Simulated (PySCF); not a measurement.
Run report: ZnCl, single-point calculation

System: ZnCl, multiplicity 2.
Method: UHF/x2c-svpall (PySCF 2.14.0).

Some settings of this run were made unusual or wrong on purpose.

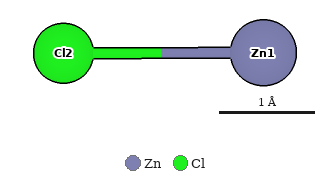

Fig. 1: The structure (ball-and-stick view, seen on its broad side; atoms are numbered from 1 in the order of the input). Sticks mark near contacts.

### Input file
```python
from pyscf import gto, scf

mol = gto.M(
    atom='Zn 0 0 0; Cl 0 0 2.109',
    basis='x2c-svpall',
    charge=0,
    spin=1,
    verbose=3,
)
mf = scf.UHF(mol)
mf = mf.sfx2c1e()
mf = scf.addons.smearing_(mf, sigma=0.2, method='fermi')
mf.kernel()
mf.dip_moment()
print('orbital energies (hartree):', [e[max(0, n-3):n+3].round(4) for e, n in zip(mf.mo_energy, mol.nelec)])
```

Hardware: 1 CPU thread, shared host.

Command:
```bash
OMP_NUM_THREADS=1 python input.py
```

### What the program printed
```
converged SCF energy = -2253.38917272587  <S^2> = -2.8421709e-14  2S+1 = 1
Dipole moment(X, Y, Z, Debye):  0.00000, -0.00000,  3.29620
orbital energies (hartree): [array([-0.5017, -0.5017, -0.1349,  0.1251,  0.1251,  0.1591]), array([-0.5648, -0.5017, -0.5017, -0.1349,  0.1251,  0.1251])]
```

### Outcome

```csv
quantity,value
outcome,converged
SCF energy,−2253.389173 hartree
dipole moment,3.30 D
wall time,1.8 s
```

### Diagnosis

Some settings of this run were drawn to be unusual or wrong. It converged; results that depend on the unusual settings are not reference values.
